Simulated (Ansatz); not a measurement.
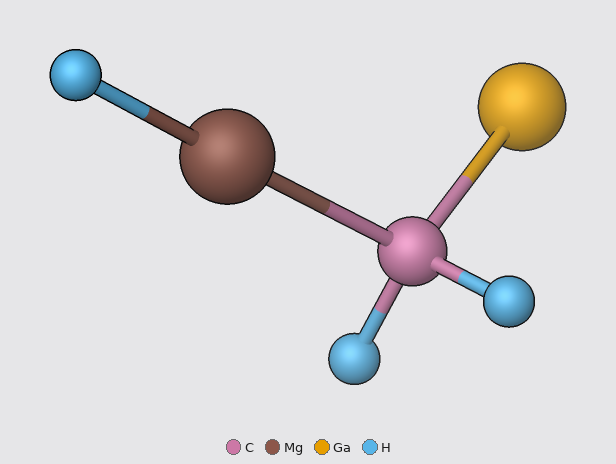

A ball-and-stick model of a molecule. Every bond is drawn as one stick, whatever its order.

The geometry was computed by an optimisation with PBE0-D4/def2-TZVP. No frequency run is at hand to confirm it as a minimum.

Identify the structure.

The molecule is CH₃GaMg. This geometry has Cs symmetry. Coordination: 1 C tetrahedral; 1 Mg linear.

More results for the same structure follow; atom numbers are the same in all pictures, views and colours differ.

**Geometry**

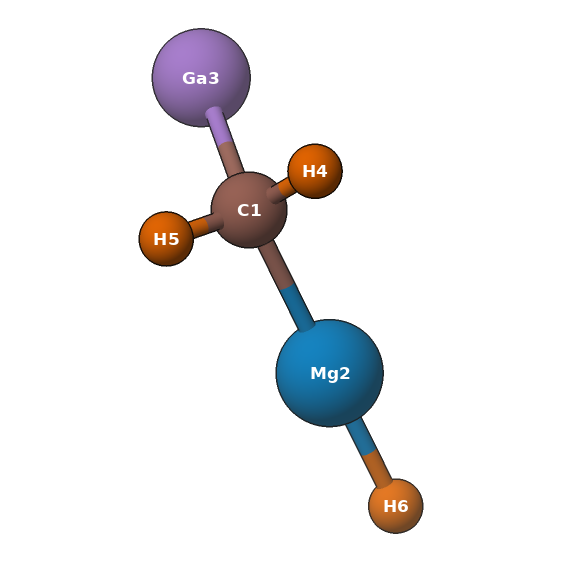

Atoms carry their numbers in the input. No frequency run is at hand to confirm it as a minimum.

Give the bond lengths.

```
  bond  length (Å)
C1–Mg2       2.079
C1–Ga3       1.989
 C1–H4       1.103
 C1–H5       1.103
Mg2–H6       1.708
```

**Electronic properties**

No frequency run is at hand to confirm it as a minimum. Method: RKS PBE0-D4/def2-TZVPP (Ansatz 0.2.0).

Give the HOMO energy (Kohn–Sham orbital) at this level.

−5.38 eV.

What is the HOMO–LUMO gap?

4.21 eV.

**Dipole moment**

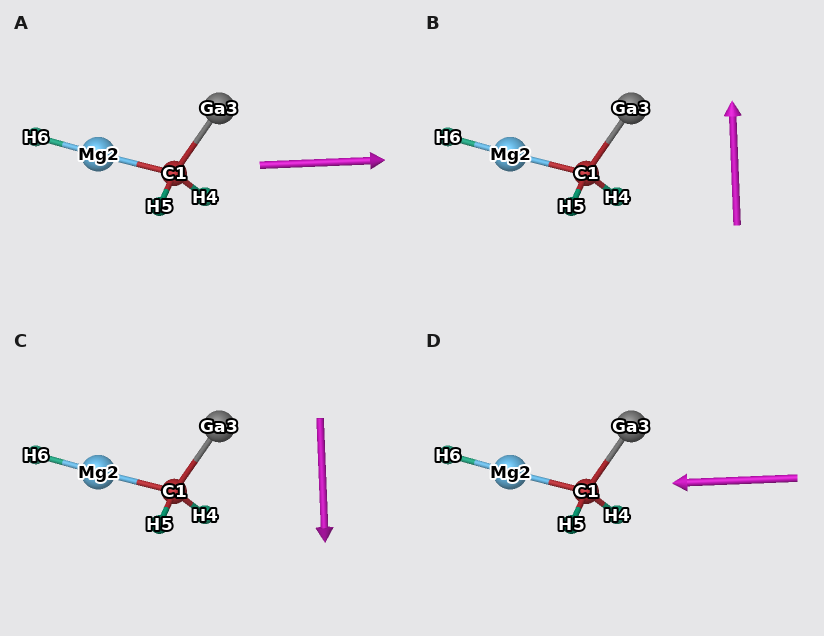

The same molecule four times, each with an arrow. No frequency run is at hand to confirm it as a minimum. Level of theory: RKS PBE0-D4/def2-TZVP (Ansatz 0.2.0).

Which arrow points along the dipole moment, from the negative to the positive end?

C. The dipole moment is 1.06 D; it points from the side of Ga3 to the side of H4, H5 (the outermost atoms at the two ends).

**Charges**

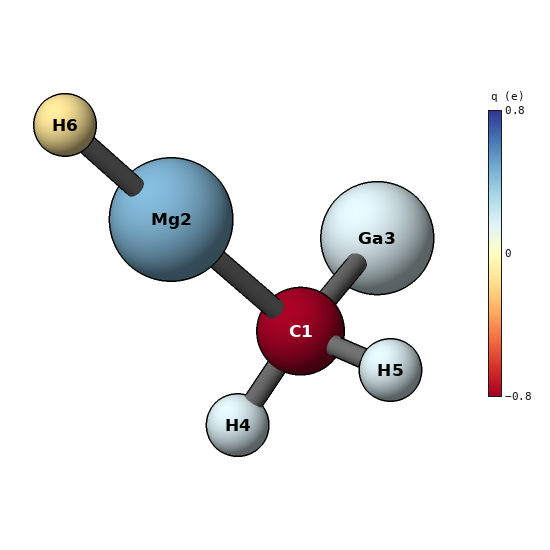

Atoms are coloured by their Mulliken charges. No frequency run is at hand to confirm it as a minimum. Level of theory: RKS PBE0-D4/def2-TZVP (Ansatz 0.2.0).

List the Mulliken charges.

```
atom  value (e)
  C1      −0.79
 Mg2       0.44
 Ga3       0.16
  H4       0.16
  H5       0.16
  H6      −0.13
```

Mulliken values depend strongly on the basis set and can even reverse the polarity of a bond.
